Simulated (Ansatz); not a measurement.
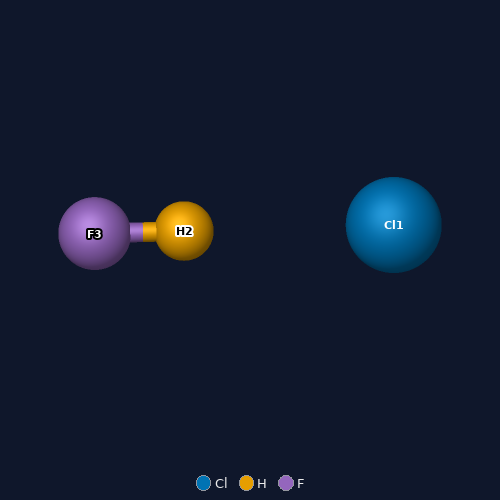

The system is Cl⁻ + HF; the picture shows the reference structure. Coordinates scanned: (1) distance Cl1–H2; (2) distance H2–F3. Nothing is relaxed (the angle Cl1–H2–F3 is fixed at 180 degrees). Grid: 16 × 16 points. All energies are given in kJ/mol relative to Cl with charge -1 far from the relaxed HF (each part in its own basis). The reference is spin-restricted, so regions where a bond is pulled apart into radicals lie too high. These are results of RHF/aug-cc-pVTZ (Ansatz), not measurements.

Its coordinates:

```
atom    x (Å)   y (Å)   z (Å)
  Cl  -2.1240  0.0000  0.0000
   H   0.0000  0.0000  0.0000
   F   0.9030  0.0000  0.0000
```

Range: distance Cl1–H2 from 1.064 to 3.464 Å; distance H2–F3 from 0.728 to 3.128 Å.

Predict the map.

The lowest grid point is at distance Cl1–H2 = 2.124 Å, distance H2–F3 = 0.903 Å, −80 kJ/mol from Cl with charge -1 far from the relaxed HF (each part in its own basis). It is the only kind of minimum in the scanned range. The highest grid point, distance Cl1–H2 = 1.064 Å, distance H2–F3 = 0.728 Å, lies 1185 kJ/mol above the lowest.

```csv
"distance H2–F3 ↓, distance Cl1–H2 →",1.064,1.239,1.494,1.793,2.124,2.481,2.860,3.258
2.922,264,155,204,343,492,618,714,782
2.524,250,140,184,316,457,574,661,721
2.145,234,118,154,273,400,502,575,624
1.788,222,93,109,205,307,387,443,480
1.457,233,73,48,102,168,222,260,286
1.158,326,93,−13,−21,2,30,53,71
0.903,603,241,17,−65,−80,−72,−59,−47
0.728,1104,611,280,142,102,99,106,115
```

The table holds every second grid line.

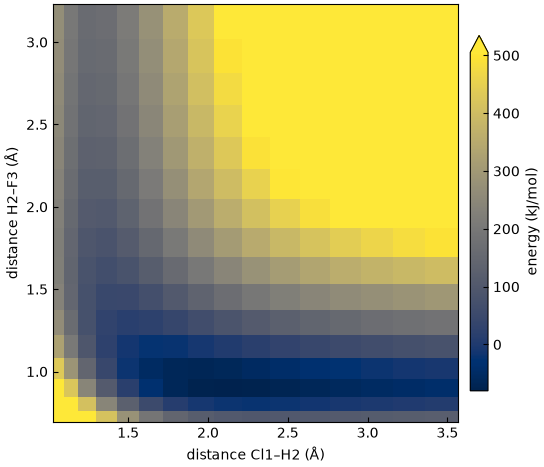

The picture shows one coloured cell a grid point, one colour for all values above the top of the scale.

Each point was launched as `ansatz run input.yaml --threads 1 --pin off --max-ram 2560MiB --backend cpu --events-out ev --progress --plain --runs-dir out`. Time for the 256 points that were run: 11 min on 1 thread of Intel(R) Xeon(R) Processor @ 2.50GHz (Skylake/Cascade Lake), with other jobs on the host.
